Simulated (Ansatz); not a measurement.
# Response to strain in Pt

The parent structure is Pt in the fcc (Cu type) structure (space group Fm-3m, No. 225; a = 3.942 Å; relaxed with 0.1 eV smearing).

Strains are applied to the cell and any free atomic positions relax.

Calculations: Kohn–Sham DFT with the r2SCAN functional, run in Ansatz (an electronic-structure program) with PAW and 500 eV plane waves, without spin-orbit coupling, earlier PAW set.

Notes on the quantities. energy relative to the base: free energy F.

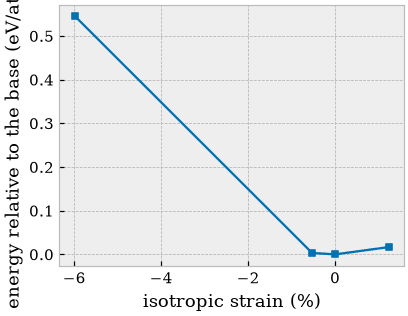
Figure: Energy relative to the base against isotropic strain

| isotropic strain (%) | energy relative to the base |
|---|---|
| -5.98 | +0.545 eV/atom |
| -0.53 | +3.3 meV/atom |
| 1.23 | +17 meV/atom |

Stability against distortions was not tested. The final runs are not spin-polarised. Pt lies near a magnetic instability that expansion can trigger; it was not tested.
